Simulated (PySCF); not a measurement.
Al2(mu-OH)2(Me)4, C4H14Al2O2, singlet at its GFN2-xTB optimised geometry (Å):

```
22

Al     0.6516    -1.2401     0.0000
Al    -0.6522     1.2373     0.0000
O     -0.0003    -0.0014    -1.2007
H     -0.0002    -0.0022    -2.1544
C      2.6430    -1.2401     0.0000
H      3.0295    -1.7739     0.8718
H      3.1269    -0.2596    -0.0054
H      3.0290    -1.7834    -0.8661
C     -0.4782    -2.8800    -0.0003
H     -0.2537    -3.5043     0.8681
H     -0.2542    -3.5030    -0.8699
H     -1.5602    -2.7220     0.0001
O      0.0010    -0.0006     1.2007
H      0.0021    -0.0008     2.1544
C      0.4741     2.8796    -0.0024
H      0.2470     3.5043     0.8650
H      0.2485     3.5008    -0.8729
H      1.5565     2.7251    -0.0012
C     -2.6436     1.2354     0.0027
H     -3.0291     1.7692     0.8750
H     -3.1269     0.2546    -0.0017
H     -3.0313     1.7783    -0.8629
```

Calculation: B3LYP/def2-SVP (PySCF). Cells within 0.4 Å of a nucleus heavier than hydrogen are left out (blank, or x).

Map of the HOMO amplitude (bohr^(-3/2)) on the plane z = 0.0 Å; orbital energy -6.73 eV, overall sign arbitrary:

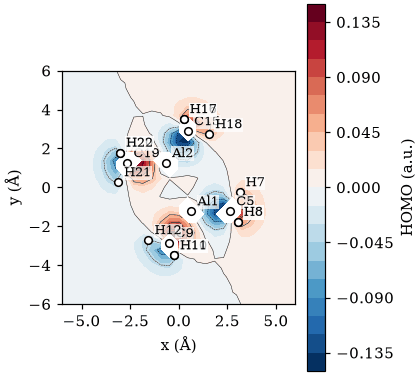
HOMO amplitude (bohr^(-3/2)) on the plane z = 0.0 Å.
